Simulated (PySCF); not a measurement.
# CCSD(T)/STO-6G run of SO2 (SMILES O=S=O)

What is the vertical singlet–triplet gap of SO2 at CCSD(T)/STO-6G? 

The results are computed with PySCF 2.14.0.

20 further runs of the same task are left out: 9 that didn't finish, 11 set aside as unsound or not needed.

### 1 Starting point

SO2: 3 atoms, total charge 0, spin state singlet. SMILES: `O=S=O`. Geometry: relaxed at GFN2-xTB.

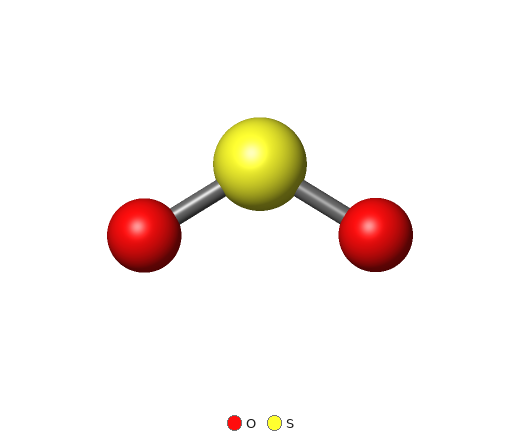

The structure, seen from a chosen angle (oxygen red, sulfur yellow).

### 2 The energy at CCSD(T)/STO-6G

Contents of input.xyz:

```xyz
3

O     -0.970250     0.629650    -0.459050
S      0.280030     0.371410     0.194090
O      0.690220    -1.001060     0.264960
```

Contents of job.py:

```python
from pyscf import gto, scf, cc

system = gto.Mole()
system.atom = 'input.xyz'
system.max_memory = 1860
system.basis = 'sto-6g'
system.verbose = 3
system.spin = 0
system.build()

myscf = scf.RHF(system)
myscf.conv_tol = 1e-10
myscf.kernel()
if not myscf.converged:
    myscf = myscf.newton().run(myscf.mo_coeff, myscf.mo_occ)

mycc = cc.CCSD(myscf, frozen=7)
mycc.kernel()
e_t = mycc.ccsd_t()
e_final = mycc.e_tot + e_t
print(f'total energy: {e_final:.8f} hartree')
```

Run with:

```
$ OMP_NUM_THREADS=1 python job.py
```

The program printed:

```text
converged SCF energy = -545.028339013627
E(CCSD) = -545.218816332945  E_corr = -0.1904773193176003
CCSD(T) correction = -0.0195631097282053
total energy: -545.23837944 hartree
```

Wall time 1 s (1 thread of Arm Neoverse V1, shared host); peak memory 0.1 GiB.

### 3 The triplet

Contents of input.py:

```python
from pyscf import gto, scf, cc

mol = gto.M(
    atom='''
O     -0.970250     0.629650    -0.459050
S      0.280030     0.371410     0.194090
O      0.690220    -1.001060     0.264960
''',
    spin=2,
    verbose=4,
    max_memory=1860,
    basis='sto-6g',
)

hf = scf.UHF(mol)
hf.conv_tol = 1e-10
hf.kernel()
if not hf.converged:
    hf = hf.newton().run(hf.mo_coeff, hf.mo_occ)

mycc = cc.CCSD(hf, frozen=7)
mycc.kernel()
e_t = mycc.ccsd_t()
etot = mycc.e_tot + e_t
print('E(%s) = %.9f' % ('CCSD(T)', etot))
```

Run with:

```
$ OMP_NUM_THREADS=1 python input.py
```

The program printed:

```text
PySCF version 2.14.0

[INPUT] num. atoms = 3
[INPUT] num. electrons = 32
[INPUT] charge = 0
[INPUT] spin (= nelec alpha-beta = 2S) = 2
[INPUT] symmetry False subgroup None
[INPUT] Mole.unit = angstrom
[INPUT] Symbol           X                Y                Z      unit          X                Y                Z       unit  Magmom
[INPUT]  1 O     -0.970250000000   0.629650000000  -0.459050000000 AA   -1.833506772359   1.189866054332  -0.867478777482 Bohr   0.0
[INPUT]  2 S      0.280030000000   0.371410000000   0.194090000000 AA    0.529180006662   0.701863179925   0.366776943517 Bohr   0.0
[INPUT]  3 O      0.690220000000  -1.001060000000   0.264960000000 AA    1.304326765697  -1.891729234257   0.500701833965 Bohr   0.0

nuclear repulsion = 108.356578936616
number of shells = 11
number of NR pGTOs = 114
number of NR cGTOs = 19
basis = sto-6g
ecp = {}

[... 20 lines left out ...]
WARN: HOMO -0.0641321714398265 >= LUMO -0.293668971194538
[... 62 lines left out ...]
converged SCF energy = -544.999567795264  <S^2> = 2.0525766  2S+1 = 3.0348487
[... 12 lines left out ...]
Init t2, MP2 energy = -0.123684687300046
[... 19 lines left out ...]
UCCSD converged
[... 2 lines left out ...]
E(CCSD(T)) = -545.153825516
```

Run time: 1.1 s. Hardware: 1 thread of Arm Neoverse V1, shared host; peak memory 0.1 GiB.

### 4 Results

Level: CCSD(T)/STO-6G, 7 core orbitals frozen.

```
                                                           quantity          value
                                              singlet: total energy  -545.23838 Eh
                      singlet: dipole moment (Hartree–Fock density)         1.96 D
                       singlet: HOMO energy (Hartree–Fock orbitals)       -7.78 eV
                       singlet: LUMO energy (Hartree–Fock orbitals)        4.45 eV
                     singlet: HOMO–LUMO gap (Hartree–Fock orbitals)       12.23 eV
               singlet: correlation energy (7 core orbitals frozen)     -210.0 mEh
                                            singlet: (T) correction     -19.56 mEh
                                             singlet: T1 diagnostic          0.031
                                              triplet: total energy  -545.15383 Eh
                      triplet: dipole moment (Hartree–Fock density)         1.42 D
triplet: HOMO energy (Hartree–Fock orbitals) (highest over α and β)       -6.95 eV
 triplet: LUMO energy (Hartree–Fock orbitals) (lowest over α and β)        4.44 eV
               triplet: correlation energy (7 core orbitals frozen)     -154.3 mEh
                                            triplet: (T) correction      -9.09 mEh
                         triplet: ⟨S²⟩ of the reference determinant          2.053
                                             triplet: T1 diagnostic          0.030
                   vertical energy of the triplet above the singlet       2.301 eV
```

At this shape the triplet lies 2.30 eV (53 kcal/mol) above the singlet. In a minimal basis such a difference can be off by several eV, whatever the method. The T1 diagnostic (singlet) of 0.031 is above the customary mark for such species, so a single reference may not serve. The triples (singlet) make up 9.3 % of the correlation energy. Mulliken charges (triplet) of the mean-field density run from -0.39 on O1 to +0.79 on S2; they depend strongly on the basis. The triples (triplet) make up 5.9 % of the correlation energy.
